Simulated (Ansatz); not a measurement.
**Run report: TaHClOF₃, single-point calculation**

TaHClOF₃, computed with RKS BLYP-D4/def2-TZVPP (Ansatz 0.2.0).

The geometry comes from this level: PBE0-D4/def2-TZVP.

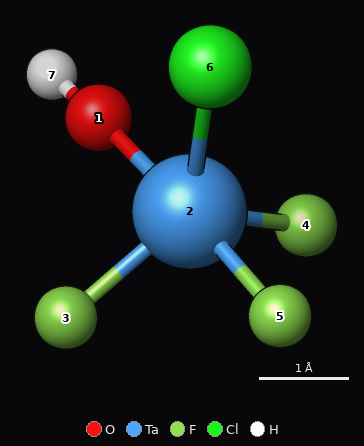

Figure 1. The structure as given in the input (ball-and-stick view, seen at a tilt; atoms are numbered from 1 in the order of the input). Sticks mark near contacts.

## The input
```yaml
crystal:
  periodic: [false, false, false]
  atoms:
    - {symbol: O, position_ang: [0.071986, -1.321343, 0.711965]}
    - {symbol: Ta, position_ang: [0.002625, 0.288154, -0.230807]}
    - {symbol: F, position_ang: [1.766149, 0.076908, -0.774493]}
    - {symbol: F, position_ang: [-1.454207, -0.317451, -1.211155]}
    - {symbol: F, position_ang: [-0.039531, 1.829462, -1.311827]}
    - {symbol: Cl, position_ang: [-0.405042, 1.550384, 1.635213]}
    - {symbol: H, position_ang: [0.119421, -2.174215, 1.135303]}
basis:
  gaussian: {orbitals: def2-TZVPP}
hamiltonian: {xc: {name: BLYP}, dispersion: d4}
output: {orbitals: {seedname: orbitals}}
```

Hardware: 4 threads of AMD EPYC, 23 GiB of memory available, shared host.

Command:
```bash
ansatz run in.yaml --threads 4 --pin off --events-out ev --progress --plain --max-ram 10444MiB
```

## Log
```
Functional definition: BLYP
  name "BLYP"
  cite "Becke, Phys. Rev. A 38, 3098 (1988) doi:10.1103/PhysRevA.38.3098"
  cite "Lee, Yang & Parr, Phys. Rev. B 37, 785 (1988) doi:10.1103/PhysRevB.37.785"
  parameter beta = 0.0042
  parameter a = 0.04918
  parameter b = 0.132
  parameter c = 0.2533
  parameter d = 0.349
  exchange = b88_x(beta = beta)
  correlation = lyp_c(a = a, b = b, c = c, d = d)
1309 factors; their error is unknown
mean field evaluation 1: about -24286.8231 eV, gradient 1.0e2 eV
mean field evaluation 2: about -24101.1166 eV, gradient 3.1e2 eV
mean field evaluation 4: about -24299.3490 eV, gradient 3.6e1 eV
mean field evaluation 8: about -24301.6151 eV, gradient 6.8e-1 eV
mean field evaluation 16: about -24301.5997 eV, gradient 3.3e-4 eV
mean field -24301.59970850 eV, -893.0673170716 hartree, gradient 2.4e-5 eV, S^2 0.000000; 0 other end points of the search recorded, 0 dependent functions left out
reference -24301.60007468 eV, -893.0673305283 hartree; 33, 33 occupied and 203, 203 virtual orbitals, 1309 factors
Total energy: -24301.91303485 eV, -893.0788316024 hartree
```

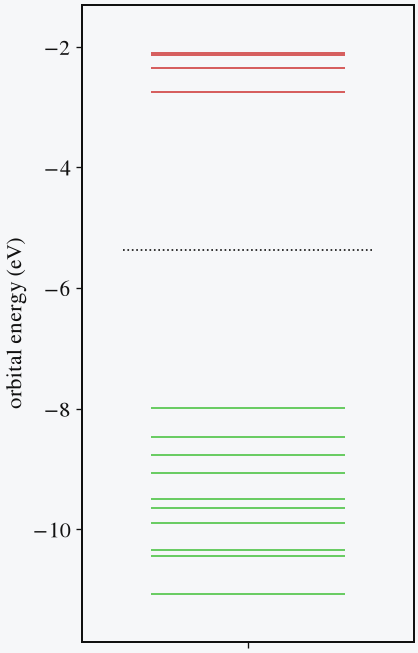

Figure 2. Orbital energies near the frontier; the dotted line parts filled from empty levels, and levels within 0.02 eV of each other stand side by side. Highest filled −7.99 eV, lowest empty −2.74 eV, 5.25 eV apart.

## Results in brief

```tsv
quantity	value
outcome	converged
total energy	−24301.9130 eV
mean-field energy	−24301.6001 eV
dispersion energy	−0.3130 eV
SCF solution under orbital rotations	stable
HOMO	−7.99 eV
LUMO	−2.74 eV
wall time	2.1 s (CPU time 7.4 s)
peak memory	0.33 GiB
```
